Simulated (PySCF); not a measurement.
SMILES CO[SiH2][SiH2]OC, singlet at its GFN2-xTB optimised geometry (Å):

```
16

C      3.3690    -0.7560     0.0000
O      1.9764    -0.7560     0.0000
Si     0.9985     0.5438     0.0000
Si    -0.9976    -0.5415     0.0011
O     -1.9761     0.7579     0.0076
C     -3.3687     0.7564     0.0092
H      3.7549    -0.2421     0.8832
H      3.7135    -1.7905     0.0055
H      3.7548    -0.2515    -0.8886
H      1.3301     1.4103     1.1507
H      1.3282     1.4094    -1.1520
H     -1.3257    -1.4114     1.1502
H     -1.3304    -1.4038    -1.1525
H     -3.7145     1.7905     0.0165
H     -3.7549     0.2527    -0.8798
H     -3.7530     0.2408     0.8921
```

Computed with CAM-B3LYP/def2-TZVP run with PySCF. Cells within 0.4 Å of a nucleus heavier than hydrogen are left out (blank, or x).

Map of the HOMO amplitude (bohr^(-3/2)) on the plane z = 0.0 Å; orbital energy -9.34 eV, overall sign arbitrary:

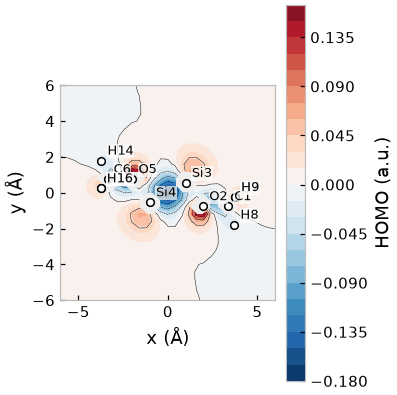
Figure. HOMO amplitude (bohr^(-3/2)) on the plane z = 0.0 Å.
